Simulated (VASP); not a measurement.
# Ta2CoO6: structure and properties in VASP, part 7 of 8

What structure and properties does LDA + U give Ta2CoO6, and how near are they to the measured ones? The start is a cell from a database of measured crystal structures.

VASP 6.6.1; LDA, DFT+U (Co d 4 eV), spin-polarised from a ferromagnetic start; plane waves and PAW (Ta_pv, Co, O).

Still holding for the runs below: The magnetic state follows from one typed start and may not be the lowest. Spin-orbit coupling is off here; with elements this heavy it splits and shifts levels by tenths of an eV or more.

So far, gap on the k-mesh (eV): step 2 (relaxing cell and atoms (LDA + U)) 2.56; step 6 (total and projected DOS (LDA + U)) 2.51. The relaxed cell has a = 4.701, c = 9.013 Å (conventional setting).

### 7. Independent-particle dielectric function (LDA + U)

LOPTICS sums transitions from filled to empty bands. NBANDS is raised for it.

INCAR

```
SYSTEM = Ta2CoO6
PREC = Accurate
ENCUT = 520
EDIFF = 1E-06
NELM = 100
ISMEAR = 0
SIGMA = 0.05
LREAL = .FALSE.
ALGO = Normal
GGA = CA
NBANDS = 211
ISPIN = 2
MAGMOM = 0.026 0.026 0.026 0.026 2.689 2.689 0.029 0.029 0.029 0.029 0.035 0.035 0.035 0.035 0.035 0.035 0.035 0.035
LDAU = .TRUE.
LDAUTYPE = 2
LDAUL = -1 2 -1
LDAUU = 0 4 0
LDAUJ = 0 0 0
LDAUPRINT = 1
LASPH = .TRUE.
LMAXMIX = 4
LORBIT = 11
LWAVE = .FALSE.
LCHARG = .FALSE.
KPAR = 8
LOPTICS = .TRUE.
NEDOS = 1500
CSHIFT = 0.1
```

POSCAR

```
Ta2CoO6
1.0
    4.7009886135      0.0000000000      0.0000000000
    0.0000000000      4.7009886135      0.0000000000
    0.0000000000      0.0000000000      9.0130363891
Ta Co O
4 2 12
Direct
    0.0000000000      0.0000000000      0.3307636341
    0.5000000000      0.5000000000      0.8307636341
    0.5000000000      0.5000000000      0.1692363659
    0.0000000000      0.0000000000      0.6692363659
    0.0000000000      0.0000000000      0.0000000000
    0.5000000000      0.5000000000      0.5000000000
    0.3074331901      0.3074331901      0.0000000000
    0.1925668099      0.8074331901      0.5000000000
    0.6925668099      0.6925668099      0.0000000000
    0.8074331901      0.1925668099      0.5000000000
    0.2966403633      0.2966403633      0.3267850621
    0.2033596367      0.7966403633      0.8267850621
    0.7033596367      0.7033596367      0.3267850621
    0.7966403633      0.2033596367      0.8267850621
    0.7966403633      0.2033596367      0.1732149379
    0.7033596367      0.7033596367      0.6732149379
    0.2033596367      0.7966403633      0.1732149379
    0.2966403633      0.2966403633      0.6732149379
```

KPOINTS

```
Automatic mesh
0
Gamma
7 7 4
0 0 0
```

PAW data sets: Ta_pv, Co and O (LDA family, release 64).

Launch:

```sh
$ mpirun -np 8 vasp_std
```

The log of the run:

```text
[... set-up lines as in an earlier step ...]
 entering main loop
       N       E                     dE             d eps       ncg     rms          rms(c)
DAV:   1     0.138867193124E+04    0.13887E+04   -0.48428E+04 25320   0.682E+02
DAV:   2    -0.557540684724E+02   -0.14444E+04   -0.12896E+04 25560   0.246E+02
DAV:   3    -0.203363683202E+03   -0.14761E+03   -0.14010E+03 28647   0.823E+01
DAV:   4    -0.206162380041E+03   -0.27987E+01   -0.27869E+01 28864   0.110E+01
DAV:   5    -0.206183811688E+03   -0.21432E-01   -0.21425E-01 35448   0.944E-01    0.785E+01
DAV:   6    -0.178080034565E+03    0.28104E+02   -0.20454E+01 34677   0.316E+01    0.458E+01
DAV:   7    -0.176213812416E+03    0.18662E+01   -0.90354E+00 31622   0.300E+01    0.319E+01
DAV:   8    -0.176313647535E+03   -0.99835E-01   -0.20084E+00 31736   0.503E+00    0.133E+01
DAV:   9    -0.176210543289E+03    0.10310E+00   -0.17072E-01 36021   0.465E+00    0.295E+00
DAV:  10    -0.176264533207E+03   -0.53990E-01   -0.29723E-01 31216   0.113E+00    0.739E-01
DAV:  11    -0.176271521954E+03   -0.69887E-02   -0.15766E-02 29480   0.408E-01    0.543E-01
DAV:  12    -0.176276065014E+03   -0.45431E-02   -0.21504E-03 30621   0.212E-01    0.256E-01
DAV:  13    -0.176277295997E+03   -0.12310E-02   -0.12525E-03 30824   0.138E-01    0.950E-02
DAV:  14    -0.176277513591E+03   -0.21759E-03   -0.34343E-04 30458   0.557E-02    0.592E-02
DAV:  15    -0.176277577367E+03   -0.63776E-04   -0.90320E-05 29448   0.260E-02    0.325E-02
DAV:  16    -0.176277586319E+03   -0.89520E-05   -0.12375E-05 29744   0.150E-02    0.127E-02
DAV:  17    -0.176277587322E+03   -0.10031E-05   -0.41971E-06 28280   0.482E-03    0.494E-03
DAV:  18    -0.176277587386E+03   -0.63845E-07   -0.40067E-07 19157   0.156E-03
   1 F= -.17627759E+03 E0= -.17627759E+03  d E =-.809469E-12  mag=     6.0000
 optical routines
 imaginary and real dielectric function
 recalculating local potential from charge density
 direction            1
 direction            2
 direction            3
```

Elapsed: 10 min, on 8 MPI ranks of Intel Xeon Platinum 8259CL at 2.50GHz (Skylake/Cascade Lake), shared host; peak memory 23 GiB; 64 min of CPU time.

OUTCAR, selected parts (step 7):

```text
   k-points           NKPTS =     30   k-points in BZ     NKDIM =     30   number of bands    NBANDS=    211

   NELECT =     134.0000    total number of electrons

atom =   5  type =  2  l = 2

 onsite density matrix

spin component  1

  0.9931  0.0000 -0.0266  0.0000  0.0000
  0.0000  0.9924  0.0000 -0.0244  0.0000
 -0.0266  0.0000  0.9839  0.0000 -0.0000
  0.0000 -0.0244  0.0000  0.9924  0.0000
  0.0000  0.0000 -0.0000  0.0000  0.9697

spin component  2

 occupancies and eigenvectors

  o =  0.0438  v =  0.0000  0.0000  0.0000  0.0000  0.0000  0.0000 -0.0000 -0.0000  0.0000 -1.0000      0.0000  0.0000  0.0000  0.0000  0.0000  0.0000  0.0000  0.0000  0.0000  0.0000
  o =  0.1522  v =  0.0000  0.0000  0.0000  0.0000  0.0000 -0.6656  0.0000  0.7463  0.0000 -0.0000      0.0000  0.0000  0.0000  0.0000  0.0000  0.0000  0.0000  0.0000  0.0000  0.0000
  o =  0.1613  v =  0.0000  0.0000  0.0000  0.0000  0.0000  0.0000  0.7071 -0.0000 -0.7071 -0.0000      0.0000  0.0000  0.0000  0.0000  0.0000  0.0000  0.0000  0.0000  0.0000  0.0000
  o =  0.9444  v =  0.0000  0.0000  0.0000  0.0000  0.0000 -0.7463  0.0000 -0.6656  0.0000  0.0000      0.0000  0.0000  0.0000  0.0000  0.0000  0.0000  0.0000  0.0000  0.0000  0.0000
  o =  0.9582  v =  0.0000  0.0000  0.0000  0.0000  0.0000  0.0000 -0.7071  0.0000 -0.7071  0.0000      0.0000  0.0000  0.0000  0.0000  0.0000  0.0000  0.0000  0.0000  0.0000  0.0000
  o =  0.9615  v = -0.6442  0.0000 -0.7649  0.0000  0.0000  0.0000  0.0000  0.0000  0.0000  0.0000      0.0000  0.0000  0.0000  0.0000  0.0000  0.0000  0.0000  0.0000  0.0000  0.0000
  o =  0.9680  v =  0.0000 -0.7071  0.0000 -0.7071 -0.0000  0.0000  0.0000  0.0000  0.0000  0.0000      0.0000  0.0000  0.0000  0.0000  0.0000  0.0000  0.0000  0.0000  0.0000  0.0000
  o =  0.9697  v =  0.0000 -0.0000  0.0000  0.0000  1.0000  0.0000  0.0000  0.0000  0.0000  0.0000      0.0000  0.0000  0.0000  0.0000  0.0000  0.0000  0.0000  0.0000  0.0000  0.0000
  o =  1.0155  v = -0.7649  0.0000  0.6442  0.0000 -0.0000  0.0000  0.0000  0.0000  0.0000  0.0000      0.0000  0.0000  0.0000  0.0000  0.0000  0.0000  0.0000  0.0000  0.0000  0.0000
  o =  1.0168  v =  0.0000 -0.7071  0.0000  0.7071 -0.0000  0.0000  0.0000  0.0000  0.0000  0.0000      0.0000  0.0000  0.0000  0.0000  0.0000  0.0000  0.0000  0.0000  0.0000  0.0000

atom =   6  type =  2  l = 2

 onsite density matrix

spin component  1

spin component  2

 occupancies and eigenvectors

  o =  0.0438  v =  0.0000  0.0000  0.0000  0.0000  0.0000  0.0000 -0.0000  0.0000  0.0000  1.0000      0.0000  0.0000  0.0000  0.0000  0.0000  0.0000  0.0000  0.0000  0.0000  0.0000
  o =  0.1522  v =  0.0000  0.0000  0.0000  0.0000  0.0000 -0.6656 -0.0000 -0.7463  0.0000  0.0000      0.0000  0.0000  0.0000  0.0000  0.0000  0.0000  0.0000  0.0000  0.0000  0.0000
  o =  0.1613  v =  0.0000  0.0000  0.0000  0.0000  0.0000  0.0000 -0.7071  0.0000 -0.7071 -0.0000      0.0000  0.0000  0.0000  0.0000  0.0000  0.0000  0.0000  0.0000  0.0000  0.0000
  o =  0.9444  v =  0.0000  0.0000  0.0000  0.0000  0.0000 -0.7463  0.0000  0.6656  0.0000 -0.0000      0.0000  0.0000  0.0000  0.0000  0.0000  0.0000  0.0000  0.0000  0.0000  0.0000
  o =  0.9582  v =  0.0000  0.0000  0.0000  0.0000  0.0000  0.0000  0.7071  0.0000 -0.7071  0.0000      0.0000  0.0000  0.0000  0.0000  0.0000  0.0000  0.0000  0.0000  0.0000  0.0000
  o =  0.9615  v = -0.6442  0.0000  0.7649  0.0000 -0.0000  0.0000  0.0000  0.0000  0.0000  0.0000      0.0000  0.0000  0.0000  0.0000  0.0000  0.0000  0.0000  0.0000  0.0000  0.0000
  o =  0.9680  v =  0.0000  0.7071  0.0000 -0.7071 -0.0000  0.0000  0.0000  0.0000  0.0000  0.0000      0.0000  0.0000  0.0000  0.0000  0.0000  0.0000  0.0000  0.0000  0.0000  0.0000
  o =  0.9697  v =  0.0000  0.0000  0.0000  0.0000  1.0000  0.0000  0.0000  0.0000  0.0000  0.0000      0.0000  0.0000  0.0000  0.0000  0.0000  0.0000  0.0000  0.0000  0.0000  0.0000
  o =  1.0155  v = -0.7649  0.0000 -0.6442  0.0000  0.0000  0.0000  0.0000  0.0000  0.0000  0.0000      0.0000  0.0000  0.0000  0.0000  0.0000  0.0000  0.0000  0.0000  0.0000  0.0000
  o =  1.0168  v =  0.0000 -0.7071  0.0000 -0.7071  0.0000  0.0000  0.0000  0.0000  0.0000  0.0000      0.0000  0.0000  0.0000  0.0000  0.0000  0.0000  0.0000  0.0000  0.0000  0.0000

 E-fermi :   3.4548

 spin component 1
 k-point     1 :       0.0000    0.0000    0.0000
  band No.  band energies     occupation
    ...
     66       2.1999      1.00000
     67       2.1999      1.00000
     68       2.8802      1.00000
     69       3.1875      1.00000
     70       3.1875      1.00000
     71       5.9188      0.00000
     72       6.1210      0.00000
     73       6.8013      0.00000
     74       6.8833      0.00000
     75       7.0406      0.00000
    ...

 k-point     2 :       0.1429    0.0000    0.0000
  band No.  band energies     occupation
    ...
     66       2.1198      1.00000
     67       2.6783      1.00000
     68       2.7959      1.00000
     69       3.0140      1.00000
     70       3.1091      1.00000
     71       5.9170      0.00000
     72       6.1855      0.00000
     73       6.7924      0.00000
     74       6.8868      0.00000
     75       7.0247      0.00000
    ...

  Total       -0.0097040     -0.0097040     -0.0563805     -0.0000000      0.0000000      0.0000000
  in kB       -0.0780569     -0.0780569     -0.4535134     -0.0000000      0.0000000      0.0000000
  external PRESSURE =      -0.2032091 kB  Pullay stress =       0.0000000 kB

 POSITION                                       TOTAL-FORCE (eV/Angst)
 -----------------------------------------------------------------------------------
      0.00000      0.00000      2.98118        -0.000000      0.000000     -0.001813
      2.35049      2.35049      7.48770        -0.000000      0.000000     -0.001813
      2.35049      2.35049      1.52533        -0.000000      0.000000      0.001813
      0.00000      0.00000      6.03185        -0.000000      0.000000      0.001813
      0.00000      0.00000      0.00000        -0.000000      0.000000      0.000000
      2.35049      2.35049      4.50652        -0.000000      0.000000      0.000000
      1.44524      1.44524      0.00000         0.002583      0.002583      0.000000
      0.90525      3.79573      4.50652        -0.002583      0.002583      0.000000
      3.25575      3.25575      0.00000        -0.002583     -0.002583      0.000000
      3.79573      0.90525      4.50652         0.002583     -0.002583      0.000000
      1.39450      1.39450      2.94533        -0.001586     -0.001586     -0.003036
      0.95599      3.74500      7.45184         0.001586     -0.001586     -0.003036
      3.30649      3.30649      2.94533         0.001586      0.001586     -0.003036
      3.74500      0.95599      7.45184        -0.001586      0.001586     -0.003036
      3.74500      0.95599      1.56119        -0.001586      0.001586      0.003036
      3.30649      3.30649      6.06771         0.001586      0.001586      0.003036
      0.95599      3.74500      1.56119         0.001586     -0.001586      0.003036
      1.39450      1.39450      6.06771        -0.001586     -0.001586      0.003036
 -----------------------------------------------------------------------------------
    total drift:                               -0.000000      0.000000     -0.000000

  FREE ENERGIE OF THE ION-ELECTRON SYSTEM (eV)
  ---------------------------------------------------
  free  energy   TOTEN  =      -176.2775873860 eV

  energy  without entropy=     -176.2775873860  energy(sigma->0) =     -176.27758739

 plasma frequency squared (from intraband transitions) (eV^2)
  --------------------------------------------------------------------------------------
       0.000       0.000       0.000
       0.000       0.000       0.000
       0.000       0.000       0.000

[... 15 parts as in an earlier step ...]

[... 10 further parts left out ...]
```

These are independent-particle spectra without excitons or local fields, and fine structure depends on the mesh and on CSHIFT.

This step gave:

* bands: 211
* Fermi energy: 3.455 eV
* pressure: -0.02032 GPa

The imaginary dielectric function has structure finer than the step of the table below, so its rows give means over 1 eV, whole bins alone (the curve runs from 0 to 25.0 eV). Peaks (eV: height): xx 4.4: 7.12, 11.0: 4.34; zz 4.4: 7.44, 11.1: 5.82.

Table of imaginary dielectric function by photon energy; means over each step:

```
photon energy (eV)      xx      zz
                 1  0.0395  0.0402
                 2   0.149   0.135
                 3    1.68    1.88
                 4    6.05    5.50
                 5    6.60    7.17
                 6    5.22    5.87
                 7    3.35    5.13
                 8    2.72    3.84
                 9    3.42    3.41
                10    3.42    4.42
                11    4.00    5.36
                12    2.90    3.53
                13    2.77    2.58
                14    2.23    2.16
                15    1.95    1.86
                16    1.71    1.83
                17    1.70    1.83
                18    1.65    1.66
                19    1.53    1.44
                20    1.45    1.41
                21    1.32    1.29
                22    1.13   0.811
                23   0.913   0.616
                24   0.801   0.564
```

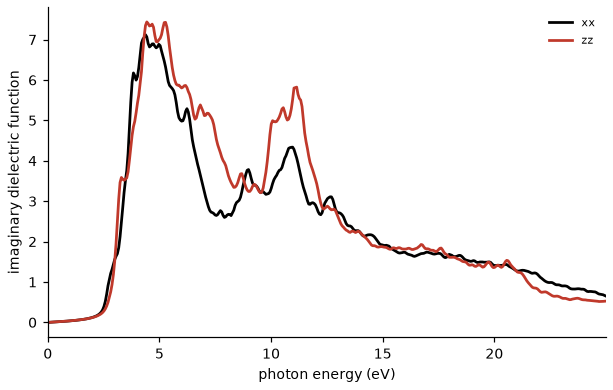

Imaginary dielectric function against photon energy.

Table of real dielectric function by photon energy:

```csv
photon energy (eV),xx,zz
0,6.14,6.59
1,6.32,6.77
2,7.04,7.49
3,8.73,10.1
4,7.83,9.00
5,3.91,5.27
6,2.20,3.11
7,1.16,2.14
8,2.31,1.38
9,2.23,2.07
10,2.30,3.00
11,0.978,1.29
12,0.556,-0.876
13,0.340,-0.454
14,0.313,-0.104
15,0.353,0.146
16,0.457,0.278
17,0.545,0.191
18,0.497,0.0552
19,0.406,0.104
20,0.323,0.116
21,0.241,-0.185
22,0.109,-0.127
23,0.227,0.104
24,0.290,0.285
```

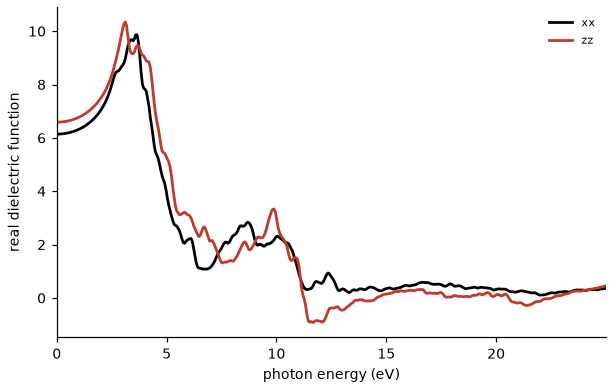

Real dielectric function against photon energy.

[end of part 7 of 8]

[Lines on the potential files, build, host, timing and source positions are cut from VASP's logs without a mark.]

[Logs are printed without paths, hosts, clocks, repeated set-up lines and the standing remarks that a program may print on its own settings, such as how far it seeks lower states.]

[Hosts, paths, dates, database ids (printed as entryN), source tags and the programs' standing remarks are cut or masked in the printed files.]

[A measured line is paired with the nearest computed mode of its activity, which favours agreement.]
